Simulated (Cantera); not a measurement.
A closed system holds: 1 mol Ti, 1.3 mol H2, 18 mol O2, at 0.000710 bar.

Equilibrium computed with Cantera from the NASA thermochemical tables; the gas is ideal and each condensed phase is pure. Candidate condensed phases: H2O, Ti, TiO, TiO2, Ti2O3, Ti3O5, Ti4O7; 12 gas species. Kinetics and transport are ignored.

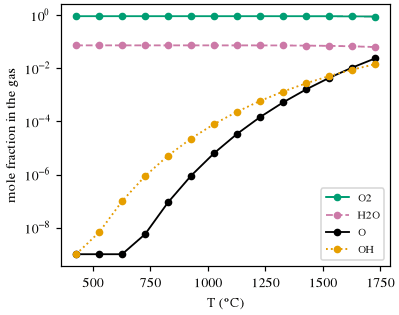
Figure: Equilibrium gas composition (values under 1e-9 drawn at 1e-9)

Read off the mole fractions at 1227 °C.

O2 about 0.93, H2O about 0.073, OH about 0.00059, O about 0.00015.
